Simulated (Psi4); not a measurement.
**SVWN5/def2-TZVPP run of BH3F− (SMILES [BH3-]F)**

Aim: the energy change on altering one bond length of BH3F− at SVWN5/def2-TZVPP, from 2 runs. 

The results are computed with Psi4 1.11.

3 further runs of the same task are left out: 3 that didn't finish.

### 1 The system as given

The species is BH3F− (5 atoms), meant as a singlet with charge -1. As SMILES, `[BH3-]F`. The coordinates come from a GFN2-xTB relaxation.

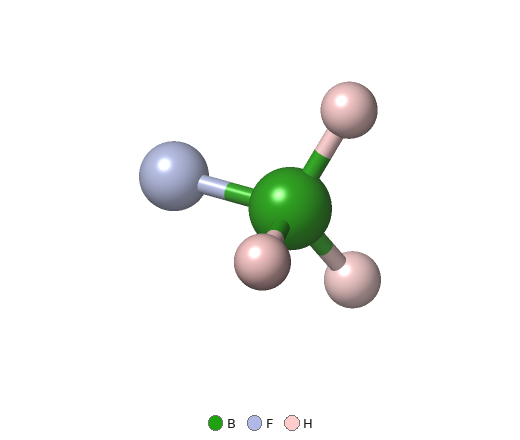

Viewed from a chosen angle; boron green, fluorine light blue, hydrogen pink.

### 2 Energy and gradient at SVWN5/def2-TZVPP

bfh3.inp reads:

```
memory 1.6 GB

molecule {
  -1 1
  B
  F 1 R2
  H 1 R3 2 A3
  H 1 R4 3 A4 2 D4
  H 1 R5 3 A5 4 D5

  R2 = 1.446993
  R3 = 1.22729
  A3 = 108.36574
  R4 = 1.227822
  A4 = 110.65626
  D4 = 118.68033
  R5 = 1.228178
  A5 = 110.52556
  D5 = 122.71396
  symmetry c1
  no_reorient
  no_com
}

set basis def2-TZVPP
set puream true
set e_convergence 1e-09
set d_convergence 1e-08
set scf_type pk
set dft_radial_points 99
set dft_spherical_points 590

e, wfn = gradient('scf', dft_functional={"name": "SVWN5", "x_functionals": {"LDA_X": {}}, "c_functionals": {"LDA_C_VWN": {}}}, return_wfn=True)
oeprop(wfn, 'LOWDIN_CHARGES', 'MULLIKEN_CHARGES', 'MAYER_INDICES', title='SCF')
```

Launch:

```sh
$ psi4 -i bfh3.inp -o bfh3.out -n 1
```

bfh3.out:

```text
[...]
  Running in c1 symmetry.
[...]
  Nuclear repulsion =   30.284621682630863
[...]
  Multiplicity = 1
[...]
  Nalpha       = 9
  Nbeta        = 9
[...]
    Number of basis functions: 104
[...]
   @RKS iter   1:  -125.34559405485763   -2.68166e-01   6.89645e-03 DIIS/ADIIS
[...]
   @RKS iter  10:  -125.65711330673217   -1.40687e-11   2.83753e-09 DIIS
[...]
    Orbital Energies [Eh]
    ---------------------
    Doubly Occupied:
       1A    -23.796699     2A     -6.160772     3A     -0.784122
       4A     -0.222759     5A     -0.121277     6A     -0.117661
       7A     -0.117573     8A     -0.001596     9A     -0.001379
[...]
  @RKS Final Energy:  -125.65711330673217
   => Energetics <=
    Nuclear Repulsion Energy =             30.2846216826308634
    One-Electron Energy =                -239.0894139025493530
    Two-Electron Energy =                  97.9995382841189553
    DFT Exchange-Correlation Energy =     -14.8518593709326385
    Empirical Dispersion Energy =           0.0000000000000000
    VV10 Nonlocal Energy =                  0.0000000000000000
    Total Energy =                       -125.6571133067321711
[...]
 Multipole Moments:
 ------------------------------------------------------------------------------------
     Multipole            Electronic (a.u.)      Nuclear  (a.u.)        Total (a.u.)
 ------------------------------------------------------------------------------------
 L = 1.  Multiply by 2.5417464519 to convert [e a0] to [Debye]
 Dipole X            :         -0.0024412            0.0017052           -0.0007360
 Dipole Y            :          0.0031998           -0.0020258            0.0011740
 Dipole Z            :          4.1661013           -3.1823813            0.9837200
 Magnitude           :                                                    0.9837210
[...]
  -Total Gradient:
     Atom            X                  Y                   Z
    ------   -----------------  -----------------  -----------------
       1       -0.000175823472     0.000297405864    -0.014994056870
       2        0.000008987677    -0.000007473508    -0.003458155225
       3        0.000075136646    -0.006913043381     0.006214453514
       4        0.005887429950     0.003305243079     0.006147668372
       5       -0.005795791159     0.003317870256     0.006086103976
[...]
  Mulliken Charges: (a.u.)
   Center  Symbol    Alpha    Beta     Spin     Total
       1     B     2.58524  2.58524  0.00000 -0.17047
       2     F     4.70813  4.70813  0.00000 -0.41626
       3     H     0.56866  0.56866  0.00000 -0.13733
       4     H     0.56890  0.56890  0.00000 -0.13780
       5     H     0.56907  0.56907  0.00000 -0.13813
   Total alpha =  9.00000, Total beta =  9.00000, Total charge = -1.00000
  Lowdin Charges: (a.u.)
   Center  Symbol    Alpha    Beta     Spin     Total
       1     B     2.95543  2.95543  0.00000 -0.91086
[...]
```

It took 20 s on 1 thread of Intel Xeon Platinum 8488C (Sapphire Rapids), shared host; peak memory 0.64 GiB.

### 3 The distorted shape: the energy at SVWN5/def2-TZVPP

job.inp reads:

```
memory 1.6 GB

molecule {
  -1 1
  B
  F 1 r2
  H 1 r3 2 a3
  H 1 r4 3 a4 2 d4
  H 1 r5 3 a5 4 d5

  r2 = 1.446993
  r3 = 1.22729
  a3 = 108.36574
  r4 = 1.227822
  a4 = 110.65626
  d4 = 118.68033
  r5 = 1.4124
  a5 = 110.52556
  d5 = 122.71397
  units angstrom
  symmetry c1
}

set globals {
  basis def2-TZVPP
  reference rks
  puream true
  e_convergence 1e-09
  d_convergence 1e-08
  scf_type pk
  dft_radial_points 99
  dft_spherical_points 590
}

result, w = energy('scf', dft_functional={"name": "SVWN5", "x_functionals": {"LDA_X": {}}, "c_functionals": {"LDA_C_VWN": {}}}, return_wfn=True)
oeprop(w, 'LOWDIN_CHARGES', 'QUADRUPOLE', 'WIBERG_LOWDIN_INDICES')
print_variables()
```

Launch:

```sh
$ psi4 -n 1 job.inp job.out
```

job.out:

```text
[...]
  Running in c1 symmetry.
[...]
  Nuclear repulsion =   29.828741768662677
[...]
  Multiplicity = 1
[...]
  Nalpha       = 9
  Nbeta        = 9
[...]
    Number of basis functions: 104
[...]
   @RKS iter   1:  -125.35310045450805   -2.98679e-01   6.71696e-03 ADIIS/DIIS
[...]
   @RKS iter  11:  -125.65143795103742   -1.00897e-12   7.52301e-10 DIIS
[...]
    Orbital Energies [Eh]
    ---------------------
    Doubly Occupied:
       1A    -23.805619     2A     -6.182809     3A     -0.792240
       4A     -0.225276     5A     -0.127333     6A     -0.124871
       7A     -0.116989     8A     -0.008253     9A     -0.000287
[...]
  @RKS Final Energy:  -125.65143795103742
   => Energetics <=
    Nuclear Repulsion Energy =             29.8287417686626775
    One-Electron Energy =                -238.0772763587912095
    Two-Electron Energy =                  97.4041787726799697
    DFT Exchange-Correlation Energy =     -14.8070821335888478
    Empirical Dispersion Energy =           0.0000000000000000
    VV10 Nonlocal Energy =                  0.0000000000000000
    Total Energy =                       -125.6514379510374226
[...]
 Multipole Moments:
 ------------------------------------------------------------------------------------
     Multipole            Electronic (a.u.)      Nuclear  (a.u.)        Total (a.u.)
 ------------------------------------------------------------------------------------
 L = 1.  Multiply by 2.5417464519 to convert [e a0] to [Debye]
 Dipole X            :         -0.3289701            0.1394708           -0.1894993
 Dipole Y            :          0.1913997           -0.0814551            0.1099445
 Dipole Z            :          4.2926822           -3.2351734            1.0575087
 Magnitude           :                                                    1.0799641
 L = 2.  Multiply by 1.3450342976 to convert [e a0^2] to [Debye ang]
 Quadrupole XX       :        -23.0285986            8.4399578          -14.5886408
 Quadrupole XY       :          0.9667751           -0.6694487            0.2973264
[...]
```

Wall time 14 s (1 thread of Intel Xeon Platinum 8488C (Sapphire Rapids), shared host); peak memory 0.64 GiB.

### 4 Summary of results

At SVWN5/def2-TZVPP:

```
                                                              quantity          value
                                             first shape: total energy  -125.65711 Eh
                                              first shape: HOMO energy       -0.04 eV
                                              first shape: LUMO energy        6.24 eV
    first shape: HOMO–LUMO gap (to an unbound level, set by the basis)        6.28 eV
                                 first shape: largest force on an atom     0.771 eV/Å
                                         distorted shape: total energy  -125.65144 Eh
                                          distorted shape: HOMO energy       -0.01 eV
                                          distorted shape: LUMO energy        6.14 eV
distorted shape: HOMO–LUMO gap (to an unbound level, set by the basis)        6.15 eV
     energy change with the B1–H5 bond stretched from 1.228 to 1.412 Å       0.154 eV
```

**Reading.** With the B1–H5 bond stretched from 1.228 to 1.412 Å the energy rises by 0.15 eV (3.6 kcal/mol). The first shape isn't relaxed at this level, so the change isn't measured from a minimum. The largest force (first shape) is 0.77 eV/Å: the shape isn't a stationary point for this species at this level. Mulliken charges (first shape) run from -0.42 on F2 to -0.14 on H3.
